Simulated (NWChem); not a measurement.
# One shape, several levels: HOF (hypofluorous acid)

Aim: a comparison of 5 runs (HF/STO-3G, B3LYP/6-31G*, PBE/aug-cc-pVTZ, CCSD(T)/aug-cc-pVTZ) of HOF (hypofluorous acid). 

The calculation is run with NWChem 7.3.0.

**1. The system as given**

HOF has 3 atoms, charge 0, and is taken as a singlet. As SMILES, `OF`. One bond was lengthened or shortened from a relaxed shape.

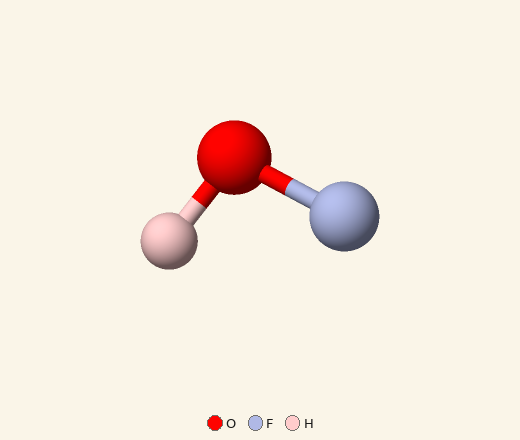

The structure, seen from a chosen angle (oxygen red, fluorine light blue, hydrogen pink).

**2. A single-point energy at HF/STO-3G (run 1)**

Input file struct.nw:

```
echo
start struct
memory total 2200 mb
charge 0
geometry units angstroms noautosym nocenter noautoz
 O     0.526465   -0.121265    0.279571
 F    -0.126035    1.103695    0.052261
 H    -0.208690   -0.804280   -0.205350
end
basis "ao basis" spherical bse
 * library STO-3G
end
scf
 thresh 1e-08
 maxiter 80
end
task scf
```

The run is started by

```sh
$ nwchem struct.nw > struct.out
```

The program printed:

```text
[...]
  functions       =    11
[...]
  wavefunction    = RHF
[...]
         Total SCF energy =   -172.360107796469
      One-electron energy =   -308.298732271877
      Two-electron energy =    102.577665585498
 Nuclear repulsion energy =     33.360958889910
        Time for solution =      0.1s
[...]
```

It took 0.59 s on 1 thread of Intel Xeon 6975P-C (Granite Rapids), shared host; peak memory 0.1 GiB.

**3. A single-point energy at B3LYP/6-31G(d) (spherical functions) (run 2)**

Input file m1.nw:

```
START m1
memory stack 880 mb heap 220 mb global 1100 mb

GEOMETRY units angstroms noautosym nocenter noautoz
 O      0.526465    -0.121265     0.279571
 F     -0.126035     1.103695     0.052261
 H     -0.208690    -0.804280    -0.205350
END

BASIS spherical bse
 O library 6-31G*
 F library 6-31G*
 H library 6-31G*
END

DFT
 xc b3lyp
 grid xfine
 convergence energy 1e-08
 maxiter 100
 mulliken
 print low
END

TASK dft energy
```

The run is started by

```sh
$ nwchem m1.nw > m1.out
```

The program printed:

```text
[...]
 d= 0,ls=0.0,diis     1   -175.4724721408 -2.09D+02  1.66D-02  3.27D-01     0.4
[...]
 d= 0,ls=0.0,diis     8   -175.5070434824  1.48D-09  2.81D-06  3.46D-08     1.9
         Total DFT energy =     -175.507043482395
      One electron energy =     -309.949940463828
           Coulomb energy =      120.379557697841
    Exchange-Corr. energy =      -19.297619606319
 Nuclear repulsion energy =       33.360958889910
[...]
      Total Density - Mulliken Population Analysis
     ---------------------------------------------
    Atom       Charge   Shell Charges
 -----------   ------   -------------------------------------------------------
    1 O    8     8.24   2.00  0.97  2.72  0.95  1.56  0.04
    2 F    9     9.17   2.00  0.96  3.24  1.03  1.93  0.02
    3 H    1     0.59   0.42  0.16
[...]
```

Wall time 2.4 s (1 thread of Intel Xeon 6975P-C (Granite Rapids), shared host); peak memory 0.12 GiB.

Runs 3 to 4 aren't shown in full; the table further down has their settings and results.

**4. The energy at CCSD(T)/aug-cc-pVTZ (run 5)**

Input file fho.nw:

```
START fho
TITLE "FHO ccsd(t)"
memory stack 880 mb heap 220 mb global 1100 mb

GEOMETRY units angstroms noautosym nocenter noautoz
  O        0.526465      -0.121265       0.279571
  F       -0.126035       1.103695       0.052261
  H       -0.208690      -0.804280      -0.205350
END

BASIS spherical bse
  * library aug-cc-pVTZ
END

SCF
  thresh 1e-08
  maxiter 80
END

CCSD
  freeze core 2
  maxiter 60
END

TASK ccsd(t)
```

The run is started by

```sh
$ nwchem fho.nw > fho.out
```

The program printed:

```text
[...]
  functions       =   115
[...]
  wavefunction    = RHF
[...]
         Total SCF energy =   -174.788740352420
      One-electron energy =   -309.771334028278
      Two-electron energy =    101.621634785948
 Nuclear repulsion energy =     33.360958889910
        Time for solution =     21.2s
[...]
 Total MP2 energy:           -175.312508904152139
[...]
             energy      energy      error      ampl     ampl      Block
                                                time     time      time
[...]
 Total CCSD energy:           -175.316781570365976
[...]
 Total CCSD+T(CCSD) energy:           -175.338075018306853
[...]
 Total CCSD(T) energy:                -175.337002162223030
[...]
```

Run time: 3.2 min. Hardware: 1 thread of Intel Xeon 6975P-C (Granite Rapids), shared host; peak memory 0.31 GiB.

**5. The series**

| run | level | iteration cap | module | energy (Eh) | HOMO energy (eV) | LUMO energy (eV) | HOMO–LUMO gap (eV) | wall time |
| --- | --- | --- | --- | --- | --- | --- | --- | --- |
| 1 | HF/STO-3G | 80 | scf | -172.360108 | -10.61 | 11.62 | 22.23 | 0.59 s |
| 2 | B3LYP/6-31G* (spherical functions) | 100 | dft | -175.507043 | – | – | – | 2.4 s |
| 3 | PBE/aug-cc-pVTZ | 100 | dft | -175.435934 | – | – | – | 16 s |
| 4 | B3LYP/6-31G* (Cartesian functions) | 100 | dft | -175.510028 | -8.13 | -0.65 | 7.48 | 3.3 s |
| 5 | CCSD(T)/aug-cc-pVTZ | 80 | ccsd(t) | -175.337002 | -14.56 | 0.69 | 15.25 | 3.2 min |

**6. Results**

```
                                          quantity          value
                               run 5: total energy  -175.33700 Eh
        run 5: HOMO energy (Hartree–Fock orbitals)      -14.56 eV
        run 5: LUMO energy (Hartree–Fock orbitals)        0.69 eV
      run 5: HOMO–LUMO gap (Hartree–Fock orbitals)       15.25 eV
run 5: correlation energy (2 core orbitals frozen)     -548.3 mEh
                             run 5: (T) correction     -20.22 mEh
```

**Reading.** Totals of different functionals can't be ranked against each other. In run 1 the basis is minimal, so the values are rough. All runs together took 3.6 min, the longest 3.2 min.
